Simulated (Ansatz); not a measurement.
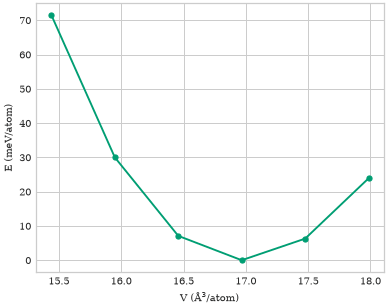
Fig. 1. YSi₂Pd₂ in space group I4/mmm (No. 139; Y on 2a, Pd on 4d, Si on 4e) under volume change, plane-wave PAW r²SCAN (Ansatz code), shape and atoms relaxed at each volume.

Question: What does a third-order Birch–Murnaghan fit give for V₀, B₀ and B′?

Answer: V₀ = 16.97 Å³/atom, B₀ = 140 GPa, B′ = 4.5.

The workflow started from an entry of the Crystallography Open Database (COD). Its standing as an ambient phase is unchecked. Symmetry was held in the r²SCAN relaxation; its stability against distortions is not shown here. The run is not spin-polarised.

Potentials: the later of the program's two PAW sets.
